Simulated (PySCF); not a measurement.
**CH$_{5}$NOSe, SMILES `NC=O.[SeH2]`: what the electrons do**

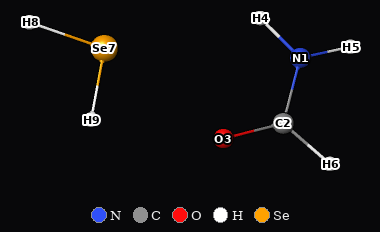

The molecule, with its atoms numbered as below. The pair's geometry is semi-empirical, so its contact may be too short or too long.

Coordinates in Å:

```
N1      -2.3495   -0.9047    0.0000
C2      -2.2192    0.4255    0.0000
O3      -1.1648    1.0123    0.0000
H4      -1.5073   -1.4610    0.0000
H5      -3.2403   -1.3674    0.0000
H6      -3.1846    0.9604    0.0000
Se7      1.2644   -0.1043    0.0000
H8       2.7084   -0.2226    0.0000
H9       1.3133    1.3173    0.0000
```

Part 1: Bonding charge

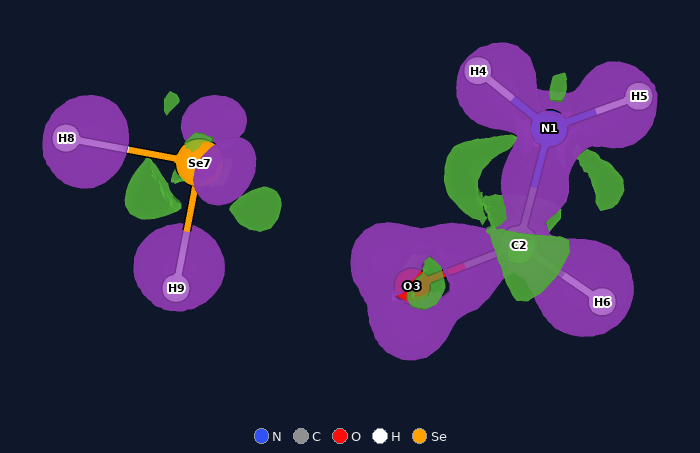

Deformation density (molecule less spherical, spin-averaged free atoms at the same positions), surfaces at ±0.12 e/Å³; purple: gain, green: loss.

Computed with PySCF, TPSS/def2-SVP, geometry: GFN2-xTB.

**How much density has each bond gained at its critical point, relative to the free atoms?**

N1–H5: +0.78 e/Å³ at the bond critical point (bond length 1.00 Å, Mayer order 0.9). N1–H4: +0.76 e/Å³ at the bond critical point (bond length 1.01 Å, Mayer order 0.9). C2–H6: +0.71 e/Å³ at the bond critical point (bond length 1.10 Å, Mayer order 0.9). C2–O3: +0.58 e/Å³ at the bond critical point (bond length 1.21 Å, Mayer order 1.9). N1–C2: +0.40 e/Å³ at the bond critical point (bond length 1.34 Å, Mayer order 1.3). Se7–H9: +0.27 e/Å³ at the bond critical point (bond length 1.42 Å, Mayer order 1.0). Se7–H8: +0.23 e/Å³ at the bond critical point (bond length 1.45 Å, Mayer order 0.9). In all, 1.9 electrons gather in the regions of gain relative to the promolecule.

**Where do the Hirshfeld charges lie?**

The highest Hirshfeld charge is on H5 (+0.14 e), the lowest on O3 (−0.23 e).

```
atom  charge (e)
  N1       −0.13
  C2       +0.14
  O3       −0.23
  H4       +0.13
  H5       +0.14
  H6       +0.03
 Se7       −0.09
  H8       −0.01
  H9       +0.02
```

Part 2: Bond critical points

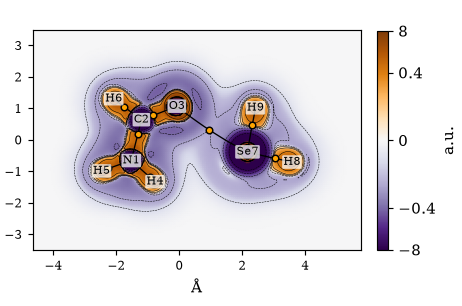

Negative Laplacian of the density (−∇²ρ) in the molecular plane (orange positive, purple negative, colour scale in a.u., logarithmic beyond ±0.04), with bond paths and bond critical points (dots).

**Sort the bonds in the plane by the sign of ∇²ρ at their critical points.**

Concentrated (∇²ρ < 0): N1–H5 (−1.59 a.u.); N1–H4 (−1.59 a.u.); N1–C2 (−0.80 a.u.); C2–H6 (−1.04 a.u.); Se7–H9 (−0.23 a.u.); Se7–H8 (−0.19 a.u.). Depleted (∇²ρ > 0): C2–O3 (+0.33 a.u., H = −0.721); O3–Se7 (+0.08 a.u., H = +0.001). A positive Laplacian with clearly negative H marks a strongly polar covalent bond, whose critical point lies close to the core of the less electronegative atom.

Part 3: Local ionisation energy

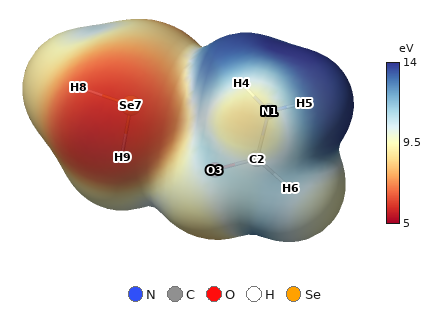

Average local ionisation energy on the surface of electron density 0.001 a.u.

**Where are the most loosely bound electrons on this surface?**

The lowest value is 5.6 eV, off the molecular plane, over Se7 (2.4 Å), and at like points elsewhere. Further minima include 8.3 eV, 1.8 Å from O3; 8.8 eV, off the molecular plane, over N1 (1.9 Å), and at like points elsewhere; 9.5 eV, 1.4 Å from H6. For comparison, the highest occupied orbital lies at −5.1 eV.

**What volume does the surface enclose, and what is the dipole moment?**

About 107 Å³; the dipole moment is 3.6 D.

Part 4: Weak contacts

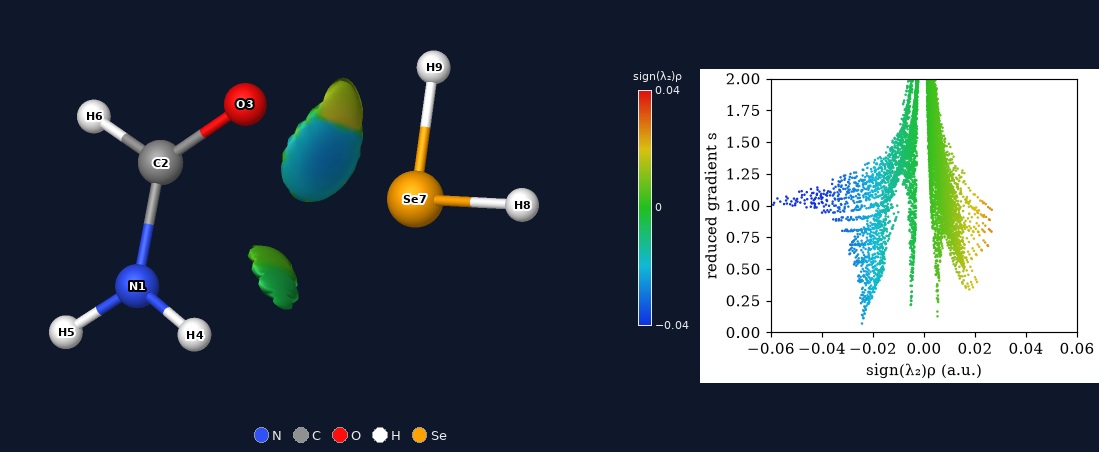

Non-covalent interaction surfaces between the fragments (reduced density gradient s = 0.5, coloured by sign(λ₂)ρ in a.u.; trimmed to the region between the fragments where ρ is under 0.06 a.u.). Fragment A: H3CNO (atoms 1–6); fragment B: H2Se. The plot gives s against sign(λ₂)ρ for grid points between the fragments.

Method: TPSS/def2-SVP; geometry: GFN2-xTB; program: PySCF.

**Which interactions hold the two fragments together?**

Bond critical points between the fragments: O3···Se7, 2.67 Å, ρ = 0.024 a.u. It appears blue (attractive, sign(λ₂)ρ well below zero). The pose is a local one from a semi-empirical search, not shown to be the most stable.

**How strongly are they bound?**

The counterpoise-corrected interaction energy of the frozen fragments is +0.3 kcal/mol without dispersion correction and −1.5 kcal/mol with D3(BJ). The pair geometry is semi-empirical, not a minimum at this level.

Part 5: Binding density

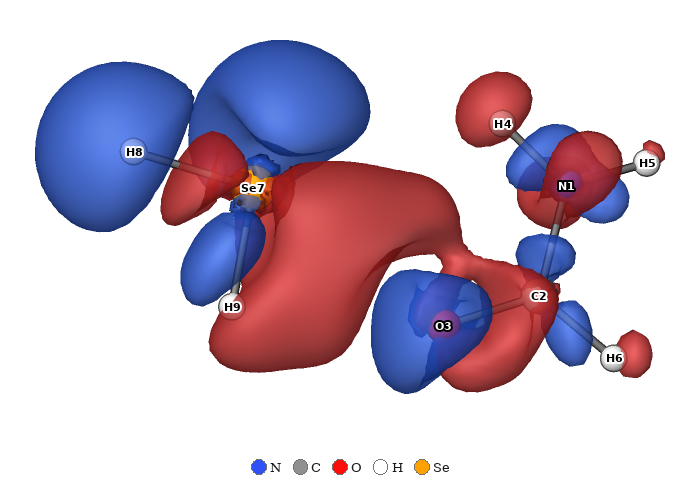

Density of the complex less the densities of the two fragments at the same geometry, ±0.003 e/Å³ (blue: gain, red: loss). Fragment A: H3CNO (atoms 1–6); fragment B: H2Se.

**How is the density rearranged on binding?**

Hirshfeld charges show 0.028 e passing from A to B. By Hirshfeld charges, electrons gather most on H8 (−0.033 e) and leave H9 most (+0.011 e); 0.11 e is displaced in all, which induces a dipole of 1.06 D.

The PySCF runs shown took 29 s and 62 s on 1 thread of Arm Neoverse V1 (shared host).
